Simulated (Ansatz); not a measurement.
Input

```
crystal:
  periodic: [false, false, false]
  atoms:
    - symbol: Al
      position_ang: [0.033399, 0.158273, -1.884214]
    - symbol: N
      position_ang: [-0.897320, -1.055954, -2.763270]
    - symbol: Si
      position_ang: [-0.883298, -2.255975, -1.501905]
    - symbol: Si
      position_ang: [1.237813, 2.181824, -1.209534]
    - symbol: H
      position_ang: [-0.029397, -3.448930, -1.697813]
    - symbol: H
      position_ang: [-0.037575, -1.259558, -0.593079]
    - symbol: H
      position_ang: [-2.146635, -2.498195, -0.769797]
    - symbol: H
      position_ang: [-1.333962, -1.137528, -3.675769]
    - symbol: H
      position_ang: [2.623974, 1.730655, -0.924297]
    - symbol: H
      position_ang: [0.521887, 2.675335, -0.005273]
    - symbol: H
      position_ang: [1.142884, 3.101477, -2.372021]
basis:
  gaussian:
    orbitals: def2-TZVPD
total_charge: 1
hamiltonian:
  xc: pbe0
output:
  forces: true
  orbitals: {seedname: orbitals}
```

Command:

```sh
ansatz run input.yaml --threads 2 --pin off --max-ram 4350MiB --events-out events.jsonl --progress --plain --runs-dir runs
```

Geometry: PBE0-D3(BJ)/pcseg-1.

Method: Ansatz 0.2.0, isolated molecule in a Gaussian basis; Kohn-Sham density functional theory, functional PBE0.

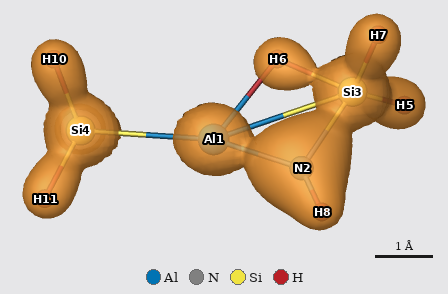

AlH$_{7}$NSi$_{2}$ (charge +1). Isosurface of the total electron density at 0.6 e/Å³ (orange), seen at a tilt.

### How is the density connected at this value?

At this value the surface falls into two separate pieces. It bridges the sampled Si–N (1.74 Å), Al–N (1.76 Å) and N–H (1.01 Å) contacts, where the density stays above the isovalue. It is pinched off along the sampled Al–Si (2.45 Å) contacts. On the grid the lowest density along these lines, outside the cores, is 0.89 e/Å³ (Si–N, 1.74 Å), 0.75 e/Å³ (Al–N, 1.76 Å), 0.45 e/Å³ (Al–Si, 2.45 Å) and 2.2 e/Å³ (N–H, 1.01 Å).
